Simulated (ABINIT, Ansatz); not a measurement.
## SnO2 (Cassiterite): G0W0 with ABINIT, start to end

Wanted: ground state, empty states, screening and self-energy for SnO2 (Cassiterite).

Program: ABINIT 10.8.3. Level of theory: PBE and many-body steps on it, plane waves. Results are calculated unless marked as measured.

**Experimental background.**

- Gap 3.6 eV: experimental gap quoted from earlier work; bulk crystal (quoted in “Study on the Photocatalytic Properties of Flower-Shaped SnO2”, 2022, pmc:9565917).

Report form: the programs' logs are mostly left out.

## (1) The structure

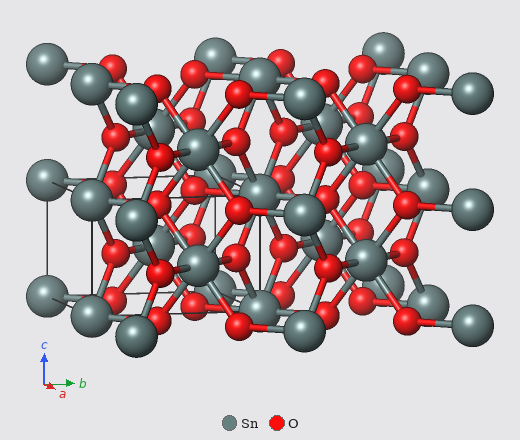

The starting structure, seen slightly off an axis (tin teal, oxygen red). 2×2×2 cells are drawn. Some periodic images of atoms are drawn too.

The cell and positions come from the Crystallography Open Database and are kept as given unless a step says otherwise.

## (2) Ground state

This step: ABINIT 10.8.3; DFT, PBE, plane waves, norm-conserving pseudopotentials.

The ground-state density comes first.

Contents of run.abi:

```
acell 3*1.0 Angstrom
rprim 
  4.738000000000 0.000000000000 0.000000000000
  0.000000000000 4.738000000000 0.000000000000
  0.000000000000 0.000000000000 3.186500000000
ntypat 2
znucl 50 8
natom 6
typat 1 1 2 2 2 2
xred 
  0.000000000000 0.000000000000 0.000000000000
  0.500000000000 0.500000000000 0.500000000000
  0.307100000000 0.307100000000 0.000000000000
  0.192900000000 0.807100000000 0.500000000000
  0.692900000000 0.692900000000 0.000000000000
  0.807100000000 0.192900000000 0.500000000000
pp_dirpath "pseudos"
pseudos "Sn.upf, O.upf"
ecut 42
ngkpt 4 4 6
nshiftk 1
shiftk 0 0 0
kptopt 1
chksymbreak 0
nband 41
occopt 1
tolvrs 1e-10
nstep 60
prtwf 0
optforces 0
optstress 0
indata_prefix "in"
outdata_prefix "out"
tmpdata_prefix "tmp"
```

Launch:

```sh
> OMP_NUM_THREADS=1 mpirun -n 8 abinit run.abi > log
```

Elapsed: 31 s, on 8 MPI ranks of Arm Neoverse V2, shared host; peak memory 0.72 GiB; 4.1 min of CPU time.

Numbers from this step:

| Property | Result |
| --- | --- |
| total energy | -13864.0888 eV |
| gap | 1.284 eV |
| k of the valence top | 0, 0, 0 |
| k of the conduction bottom | 0, 0, 0 |
| least direct gap | 1.284 eV |

The gap is direct, at Γ.

## (3) Empty states on the mesh, 4×4×4 mesh, 75 bands

The sums over transitions need many empty states on a uniform mesh; this step solves for them.

run.abi, as its differences from that of step 2:

```diff
@@ -19,3 +19,3 @@
 ecut 42
-ngkpt 4 4 6
+ngkpt 4 4 4
 nshiftk 1
@@ -24,9 +24,10 @@
 chksymbreak 0
-nband 41
-occopt 1
-tolvrs 1e-10
+iscf -2
+irdden 1
+istwfk *1
+nband 75
+nbdbuf 6
+tolwfr 1e-09
 nstep 60
-prtwf 0
-optforces 0
-optstress 0
+prtvol 0
 indata_prefix "in"
```

Run time: 32 s. Hardware: 8 MPI ranks; peak memory 0.67 GiB.

This step gave:

```
gap                                                           : 1.284 eV
k of the valence top                                          : 0, 0, 0
k of the conduction bottom                                    : 0, 0, 0
least direct gap                                              : 1.284 eV
k points computed                                             : 18
lowest point of the top converged band, above the valence top : 31.21 eV
```

On this mesh the gap is 1.284 eV.

## (4) Screening, 4×4×4 mesh, 69 bands, screening to 98 eV

The RPA dielectric matrix is built and inverted for each q.

This step: RPA screening on PBE, plane waves, norm-conserving pseudopotentials.

run.abi, as its differences from that of step 3:

```diff
@@ -24,10 +24,11 @@
 chksymbreak 0
-iscf -2
-irdden 1
 istwfk *1
-nband 75
-nbdbuf 6
-tolwfr 1e-09
-nstep 60
-prtvol 0
+occopt 1
+irdwfk 1
+optdriver 3
+nband 69
+ecuteps 3.6
+inclvkb 2
+awtr 1
+symchi 1
 indata_prefix "in"
```

Elapsed: 54 s, on 8 MPI ranks; peak memory 3.9 GiB.

Numbers from this step:

- ε∞ with local fields, on this mesh, along the program's q direction: 4.505
- the same without local fields: 4.700
- plasma frequency: 36.20 eV
- plane waves in the screening matrix: 161

Local fields lower ε∞ by 4 %. On a Γ-centred mesh this coarse the value itself is usually too large, while a short band sum pulls it down.

## (5) Self-energy, 4×4×4 mesh, 69 bands, screening to 98 eV

The self-energy is evaluated for the states that the input lists, and the levels follow from it, in one-shot runs by the linearised quasiparticle equation.

This step: G0W0 on PBE, plane waves, norm-conserving pseudopotentials.

run.abi, as its differences from that of step 4:

```diff
@@ -27,8 +27,15 @@
 irdwfk 1
-optdriver 3
+optdriver 4
 nband 69
+gwcalctyp 0
+ecutsigx 42
+symsigma 1
+nkptgw 1
+kptgw 
+  0.0000000000 0.0000000000 0.0000000000
+bdgw 
+  32 36
 ecuteps 3.6
-inclvkb 2
-awtr 1
-symchi 1
+irdscr 1
+ppmodel 1
 indata_prefix "in"
```

The job ended after 3.9 s (8 MPI ranks; peak memory 2 GiB; 30 s of CPU time).

This step gave:

```
G0W0 gap on the points computed              : 2.867 eV
starting gap on the mesh                     : 1.284 eV
k of the valence top                         : 0, 0, 0
k of the conduction bottom                   : 0, 0, 0
Z at the valence top                         : 0.786
Z at the conduction bottom                   : 0.846
least direct G0W0 gap on the computed points : 2.867 eV
```

The gap on the mesh goes from 1.28 eV to 2.87 eV, a correction of +1.58 eV.

Limits: finite bands, cutoff and mesh; no spin-orbit coupling; coarse k mesh. v1 is the top filled band, c1 the lowest empty one. The levels before and after the correction (eV, zero at the valence-band top of each column):

```csv
,conduction bottom,valence top
Kohn-Sham,1.28,0.00
G0W0,2.87,0.00
```

```csv
,level,energy (eV)
Kohn-Sham,Γ v3-v2,-0.764
Kohn-Sham,Γ v1,0.000
Kohn-Sham,Γ c1,1.284
Kohn-Sham,Γ c2,6.143
G0W0,Γ v3-v2,-0.740
G0W0,Γ v1,0.000
G0W0,Γ c1,2.867
G0W0,Γ c2,8.386
```

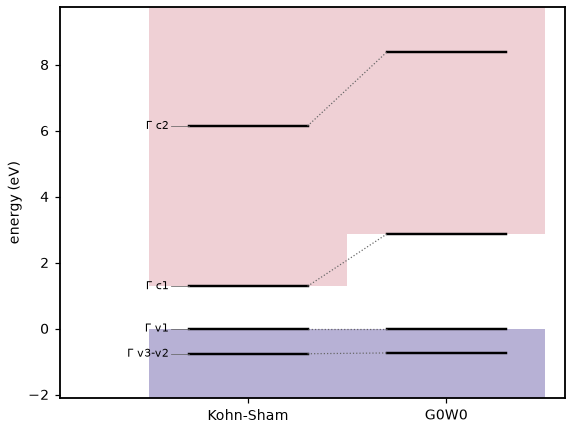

Levels before and after the correction. Shaded: valence and conduction bands.

## (6) Where the time went

Times are wall times on 8 MPI ranks of Arm Neoverse V2, shared host, good to a factor of about two.

```csv
step,time,share,memory (GiB)
ground state,31 s,25 %,0.72
empty states on the mesh,32 s,26 %,0.67
screening,54 s,45 %,3.9
self-energy,3.9 s,3 %,2.0
```

## (7) Summary of results

* PBE gap: 1.28 eV, direct
* G0W0 gap on the mesh: 2.87 eV
* GW settings: 4×4×4 mesh, 69 bands, screening to 98 eV, Godby-Needs plasmon pole
* known limits: not at the basis limit; no spin-orbit coupling; coarse k mesh

What this shows: G0W0 moves the gap on the mesh from 1.28 eV to 2.87 eV (+1.58 eV), with Z of 0.79 and 0.85 at the edges. Local fields lower the RPA ε∞ on this mesh from 4.70 to 4.50; a Γ-centred mesh this coarse tends to raise both, most where the direct gap is narrow, while a short band sum lowers them. Only 1 of the mesh's irreducible points was corrected, so a valley elsewhere could overtake. The dearest step here is «screening». Against experiment, by G0W0@PBE: the gap of 2.87 eV lies −0.73 eV from the measured 3.6 eV (kind not stated, quoted 2022). The calculation has static nuclei and no excitons; a measured gap holds zero-point and thermal motion, which mostly lowers it. Against the values above the computed gap that would widen the miss. An edge that is forbidden or weak in absorption could explain it, and so could too strong a screening: the start's gap is only 1.28 eV, the mesh is coarse, and one shot does not repair that. Bands and cutoff are finite, so the gap is not at the basis limit. The miss can reach some tenths of an eV and take either sign; the mesh is an error of its own. In the G0W0 run levels were corrected at 1 k point alone, so a gap called «on the mesh» is the least over those, and an edge elsewhere would be missed. The 4×4×4 mesh is coarse for this cell, which bears on the long-range parts of exchange and screening. The many-body steps are scalar-relativistic: spin-orbit coupling is not in them.

[Paths, hosts, dates, memory and timing lines, banners, echoed tables and standing remarks are left out of the program output.]

[Logs are printed without paths, hosts, clocks, repeated set-up lines and the standing remarks that a program may print on its own settings, such as how far it seeks lower states.]

[Runs of the session that timed out or met a known fault of the program may be left out.]

[Hosts, paths, dates, database ids (printed as entryN), source tags and the programs' standing remarks are cut or masked in the printed files.]

[G0W0 gaps are taken among the corrected bands and points alone; a level outside them can change the order at an edge.]

[Where Ansatz stands beside ABINIT at settings called matched, ABINIT's density can come from a denser mesh and the files from another edition; pairs whose starting gaps differed by over 0.03 eV were left out, so agreement reads better than it is.]
